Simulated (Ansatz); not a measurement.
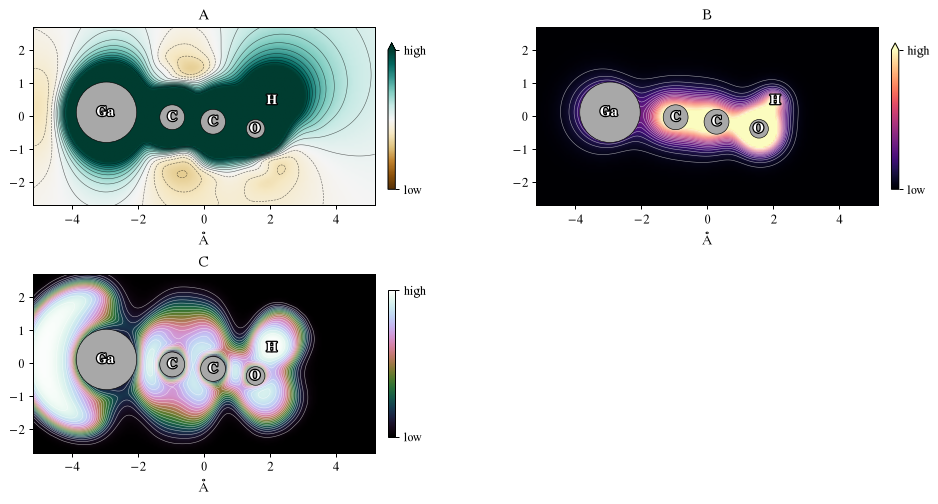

C2HGaO (SMILES OC#[C][Ga]): 3 fields on the molecular plane, with unlabelled colour scales. Grey discs cover the atomic cores.

Geometry: PBE-D3(BJ)/def2-SVP.

Method: isolated molecule in a Gaussian basis; Kohn-Sham density functional theory, functional PBE0 in Ansatz 0.2.0.

Question: The panels show electron density, electron localisation function and electrostatic potential in some order. Assign them.

Answer: Panel A: electrostatic potential (strongly positive close to the atoms, with negative regions outside electron-rich atoms). Panel B: electron density. Panel C: electron localisation function. From the grid: C–C (1.25 Å): the density is about 2.6 e/Å³ at the midpoint; the ELF peaks at about 0.85 between the atoms: a short, multiple covalent bond. C–O (1.31 Å): ρ is about 2.6 e/Å³ halfway; the ELF peaks at about 0.90 between the atoms; a shared but strongly polarised pair.
